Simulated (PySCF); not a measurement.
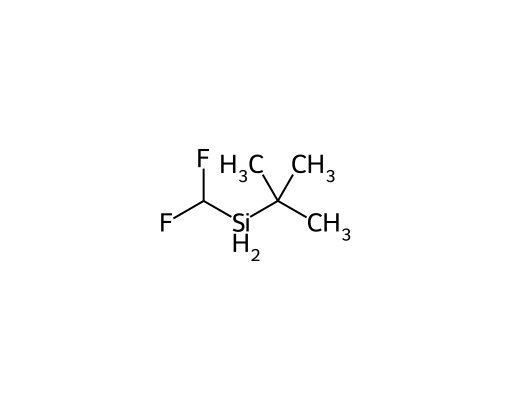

A structural formula.

Question: Write the SMILES.

Answer: CC(C)(C)[SiH2]C(F)F

Question: What is the molecular formula?

Answer: C5H12F2Si.

Question: An optimisation with PBE0-D3(BJ)/def2-SVP gave a structure of which point group?

Answer: C1. Other conformers may differ.

The parts below concern this one geometry. Atoms keep their numbers from picture to picture. The computed structure is the end point of a PBE0-D3(BJ)/def2-SVP optimisation. No frequency run is at hand to confirm it as a minimum.

**Polarisability**

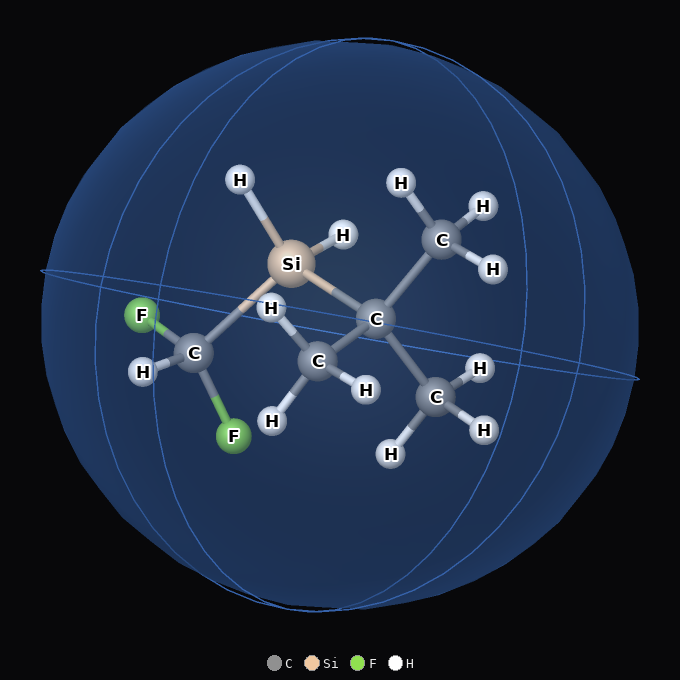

The ellipsoid shows the static dipole polarisability: its half-axes are proportional to the principal values. No frequency run is at hand to confirm it as a minimum. Level of theory: CAM-B3LYP/def2-SVPD in benzene (IEF-PCM) (PySCF 2.14.0).

Question: Give the principal values, the mean and the anisotropy.

Answer: Principal values 97.3, 100.0, 110.6 bohr³; mean 102.6 bohr³ (15.21 Å³); anisotropy 12.2 bohr³, so the longest axis is 1.14 times the shortest.

**Core levels**

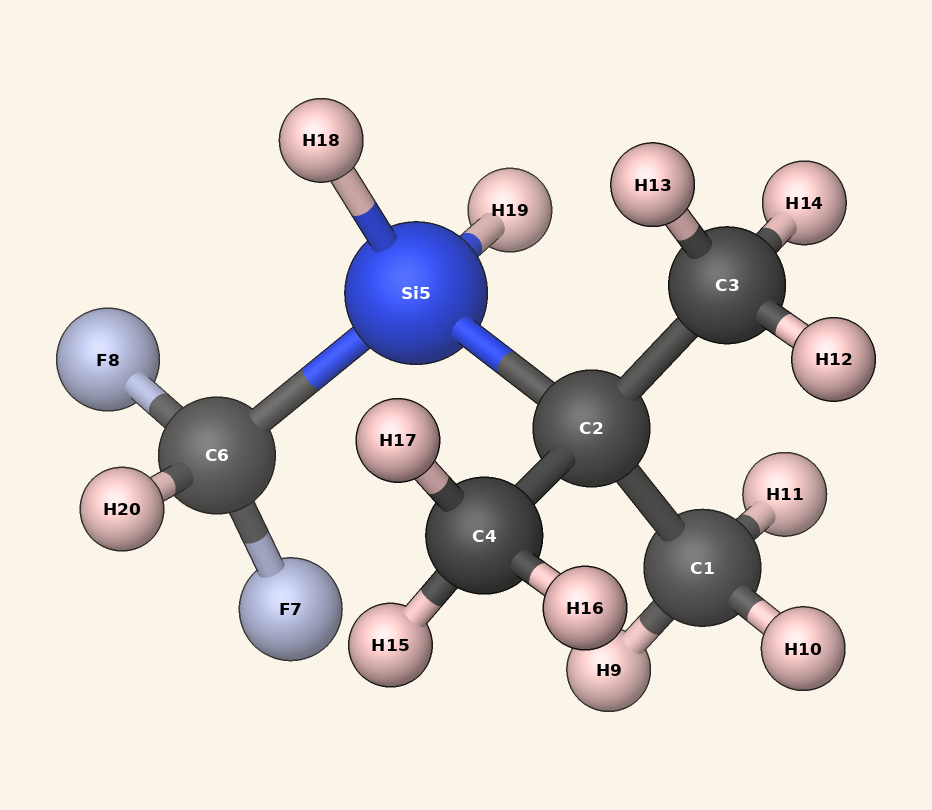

No frequency run is at hand to confirm it as a minimum. Method: delta-SCF UKS SCAN, pcX-2 on the ionised atom, pcseg-1 elsewhere, spin-free X2C (PySCF 2.14.0).

Give the core-electron binding energies (to vacuum; p and d levels without spin–orbit splitting) of C1 1s, C2 1s, Si5 1s, Si5 2p, C6 1s, F7 1s.

```tsv
atom	level	binding energy (eV)
C1	1s	290.5
C2	1s	290.4
Si5	1s	1846.3
Si5	2p	106.8
C6	1s	294.7
F7	1s	692.9
```

**NMR shielding**

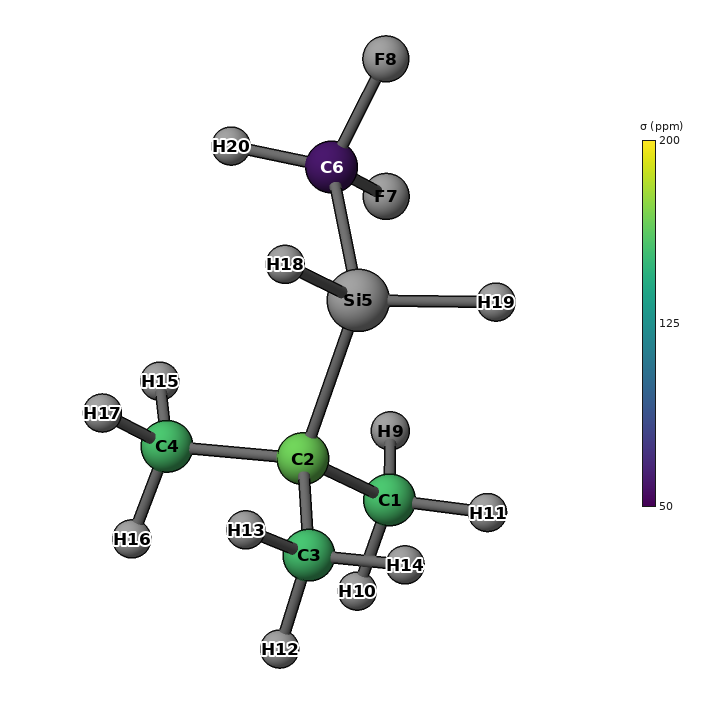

Atoms are coloured by their isotropic NMR shieldings (C only, the others grey). No frequency run is at hand to confirm it as a minimum. Method: GIAO PBE0/pcSseg-1 NMR shielding, non-relativistic, IEF-PCM chloroform (PySCF 2.14.0).

Give the isotropic NMR shieldings of the C atoms atom by atom.

```
atom  σ (ppm)
  C1    156.8
  C2    166.7
  C3    155.8
  C4    157.1
  C6     59.7
```
